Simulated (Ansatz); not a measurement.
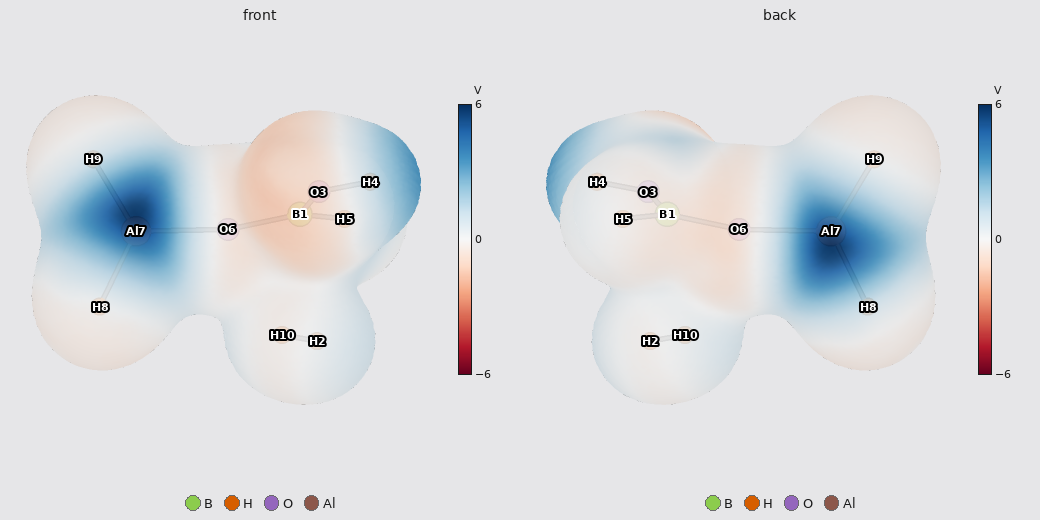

The picture shows: AlBH4O2···H2. The electrostatic potential painted on the density surface at 0.004 e/bohr³, seen from the front and from behind; red is negative and blue positive.

Not at a stationary point (largest force 1.9 eV/Å).

The calculation used RKS CAM-B3LYP-D4/def2-SVP (Ansatz 0.2.0).

| atom | x (Å) | y (Å) | z (Å) |
| --- | --- | --- | --- |
| B | 0.1621 | 0.5399 | -0.0641 |
| H | -0.2971 | -1.1901 | 1.5342 |
| O | 1.2744 | -0.0517 | -0.5636 |
| H | 1.0850 | -0.6349 | -1.3057 |
| H | -0.9248 | 0.3481 | -0.5573 |
| O | 0.3009 | 1.4081 | 0.9908 |
| Al | 0.9140 | 2.5250 | 2.1087 |
| H | 0.9761 | 2.0629 | 3.6118 |
| H | 1.3313 | 3.9526 | 1.5922 |
| H | -0.3091 | -0.5456 | 1.8505 |

> Which sites attract a positive test charge, and which a negative one?

A positive charge is drawn to the negative regions and a negative charge to the positive ones. The most negative region (about −1.5 V) lies over O3, the most positive (about +5.7 V) over Al7. O3 is the likeliest acceptor of a hydrogen bond.
